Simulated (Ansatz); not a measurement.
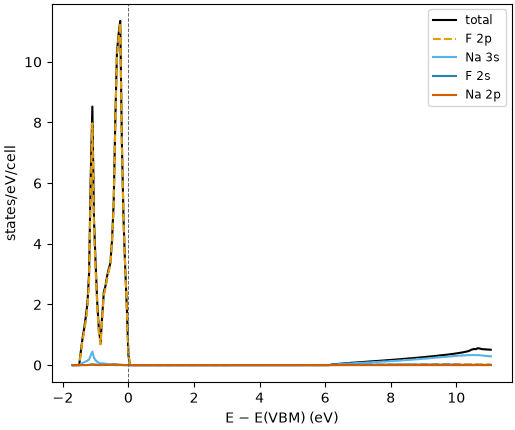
Total and projected density of states of NaF (rock salt, space group No. 225), plane-wave PAW PBE (Ansatz code)

### Question
Which orbitals carry the states next to the gap?

### Answer
Top 1 eV of the valence band: F 2p 98 %. Bottom 1 eV of the conduction band: Na 3s 76 %, F 2s 16 %. Projections are on Löwdin-orthogonalised atomic valence shells; empty p or d shells of many metals are not among them.

Space group Fm-3m (rock salt). The cell was relaxed with PBE under the symmetry of its start; phonons on a q-mesh show no instability.

Potentials: the later of the program's two PAW sets.
